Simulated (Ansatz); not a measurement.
# UPBE/def2-SVPD (core potential) run of CH2NSn (SMILES N#[C][SnH2])

What is the electronic atomisation energy of CH2NSn at UPBE/def2-SVPD (core potential)? 

The calculation is run with Ansatz 0.2.0.

60 further runs of the same task are left out: 60 set aside as unsound or not needed. Runs told in other sessions of the task aren't counted.

## (1) The structure to begin with

CH2NSn has 5 atoms, charge 0, and is taken as a doublet. SMILES: `N#[C][SnH2]`. Geometry: relaxed at PBE0-D4/def2-TZVP.

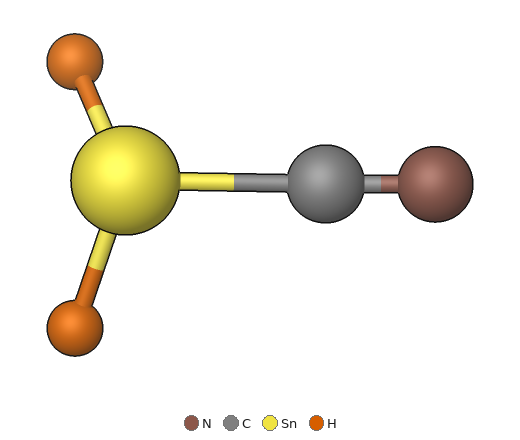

Viewed from a chosen angle; nitrogen brown, carbon grey, tin yellow, hydrogen orange.

## (2) A single-point energy at UPBE/def2-SVPD (core potential)

input.yaml reads:

```yaml
crystal:
  periodic: [false, false, false]
  atoms:
    - symbol: N
      position_ang: [0.833800, -1.535700, 1.665600]
    - symbol: C
      position_ang: [0.506000, -0.851500, 0.796000]
    - symbol: Sn
      position_ang: [0.009600, 0.331100, -0.886300]
    - symbol: H
      position_ang: [-1.648500, 0.038200, -1.184000]
    - symbol: H
      position_ang: [0.349000, 1.944400, -0.432600]
basis:
  gaussian: {orbitals: def2-SVPD}
magnetization: {spin_polarized: true, initial_magnetization: 1}
hamiltonian: {xc: pbe}
accuracy: high
output: {orbitals: {seedname: orbitals}}
```

Run with:

```
$ ansatz run input.yaml --threads 1 --pin off --max-ram 3480MiB --events-out events.jsonl --progress --plain --runs-dir runs
```

Standard output:

```text
Warning: RAYON_NUM_THREADS=1 ignored (pool sized by the plan → 1); use --threads N
Functional definition: PBE
  name "PBE"
  parameter kappa = 0.804
  parameter beta = 0.06672455060314922
  exchange = pbe_x(kappa = kappa, mu = beta*pi^2/3)
  correlation = pbe_c(beta = beta)
1938 factors; integrals over basis functions are off by at most 2.8e-9 eV
mean field evaluation 1: about -8377.1807 eV, gradient 3.4e1 eV
mean field evaluation 2: about -8278.9936 eV, gradient 1.2e2 eV
mean field evaluation 4: about -8381.1695 eV, gradient 2.5e1 eV
mean field evaluation 8: about -8383.7906 eV, gradient 2.2e-1 eV
mean field evaluation 16: about -8383.7909 eV, gradient 1.1e-4 eV
mean field -8383.79088206 eV, -308.0986321783 hartree, gradient 5.8e-8 eV, S^2 0.751328; 0 other end points of the search recorded, 0 dependent functions left out
reference -8383.79088585 eV, -308.0986323174 hartree; 19, 18 occupied and 69, 70 virtual orbitals, 1938 factors
Total energy: -8383.79088585 eV, -308.0986323174 hartree
```

Wall time 7.8 s (1 thread of Arm Neoverse V2, shared host); peak memory 0.27 GiB.

## (3) The C atom, same level

run.yaml reads:

```yaml
crystal:
  periodic: [false, false, false]
  atoms:
    - {symbol: C, position_ang: [0.000000, 0.000000, 0.000000]}
basis:
  gaussian: {orbitals: def2-SVPD}
hamiltonian: {xc: {name: PBE}}
accuracy: high
magnetization: {spin_polarized: true, initial_magnetization: 2}
```

Run the same way, it converges to -37.75219 Eh (log not shown).

## (4) The H atom at the same level

run.yaml reads:

```yaml
crystal:
  periodic: [false, false, false]
  atoms:
    - {symbol: H, position_ang: [0.000000, 0.000000, 0.000000]}
basis:
  gaussian: {orbitals: def2-SVPD}
hamiltonian: {xc: {name: PBE}}
magnetization: {spin_polarized: true, initial_magnetization: 1}
accuracy: high
```

Run with:

```
$ ansatz run run.yaml --threads 1 --pin off --max-ram 3480MiB --events-out events.jsonl --progress --plain --runs-dir runs
```

Standard output, shortened:

```text
Warning: RAYON_NUM_THREADS=1 ignored (pool sized by the plan → 1); use --threads N
[... 6 set-up lines as earlier in the session ...]
33 factors; integrals over basis functions are off by at most 2.1e-9 eV
mean field evaluation 1: about -13.5664 eV, gradient 4.0e-1 eV
mean field evaluation 2: about -13.5684 eV, gradient 4.7e-2 eV
mean field evaluation 4: about -13.5684 eV, gradient 8.0e-5 eV
mean field evaluation 8: about -13.5684 eV, gradient 7.1e-8 eV
mean field -13.56839668 eV, -0.4986293811 hartree, gradient 7.1e-8 eV, S^2 0.750000; 0 other end points of the search recorded, 0 dependent functions left out
reference -13.56839849 eV, -0.4986294476 hartree; 1, 0 occupied and 7, 8 virtual orbitals, 33 factors
Total energy: -13.56839849 eV, -0.4986294476 hartree
```

Run time: 0.1 s. Hardware: 1 thread of Arm Neoverse V2, shared host.

## (5) The N atom, same level

run.yaml reads:

```yaml
crystal:
  periodic: [false, false, false]
  atoms:
    - symbol: N
      position_ang: [0.000000, 0.000000, 0.000000]
basis:
  gaussian: {orbitals: def2-SVPD}
magnetization: {spin_polarized: true, initial_magnetization: 3}
accuracy: high
hamiltonian: {xc: pbe}
```

Run with:

```
$ ansatz run run.yaml --threads 1 --pin off --max-ram 3480MiB --events-out events.jsonl --progress --plain --runs-dir runs
```

Standard output, shortened:

```text
Warning: RAYON_NUM_THREADS=1 ignored (pool sized by the plan → 1); use --threads N
[... 6 set-up lines as earlier in the session ...]
163 factors; integrals over basis functions are off by at most 3.0e-9 eV
mean field evaluation 1: about -1481.9401 eV, gradient 6.3e0 eV
mean field evaluation 2: about -1482.0221 eV, gradient 4.9e0 eV
mean field evaluation 4: about -1482.1431 eV, gradient 4.1e-3 eV
mean field evaluation 8: about -1482.1429 eV, gradient 2.2e-5 eV
mean field -1482.14293551 eV, -54.4677482475 hartree, gradient 2.3e-9 eV, S^2 3.752861; 0 other end points of the search recorded, 0 dependent functions left out
reference -1482.14293735 eV, -54.4677483149 hartree; 5, 2 occupied and 15, 18 virtual orbitals, 163 factors
Total energy: -1482.14293735 eV, -54.4677483149 hartree
```

Run time: 0.26 s. Hardware: 1 thread of Arm Neoverse V2, shared host.

## (6) The Sn atom at the same level

in.yaml reads:

```yaml
basis:
  gaussian: {orbitals: def2-SVPD}
crystal:
  periodic: [false, false, false]
  atoms:
    - symbol: Sn
      position_ang: [0.000000, 0.000000, 0.000000]
magnetization: {spin_polarized: true, initial_magnetization: 2}
hamiltonian: {xc: {name: PBE}}
accuracy: high
```

Run the same way, it converges to -214.24438 Eh (log not shown).

## (7) Summary of results

At UPBE/def2-SVPD (core potential):

```
                                    quantity          value
                      molecule: total energy  -308.09863 Eh
molecule: HOMO energy (highest over α and β)       -5.99 eV
 molecule: LUMO energy (lowest over α and β)       -4.87 eV
                              molecule: ⟨S²⟩          0.751
                        C atom: total energy   -37.75219 Eh
                                C atom: ⟨S²⟩          2.003
                        H atom: total energy    -0.49863 Eh
                                H atom: ⟨S²⟩          0.750
                        N atom: total energy   -54.46775 Eh
                                N atom: ⟨S²⟩          3.753
                       Sn atom: total energy  -214.24438 Eh
                               Sn atom: ⟨S²⟩          2.002
               electronic atomisation energy      17.335 eV
```

**Reading.** Taking the molecule apart into free atoms costs 17.34 eV (400 kcal/mol), before zero-point energy and without spin-orbit coupling.
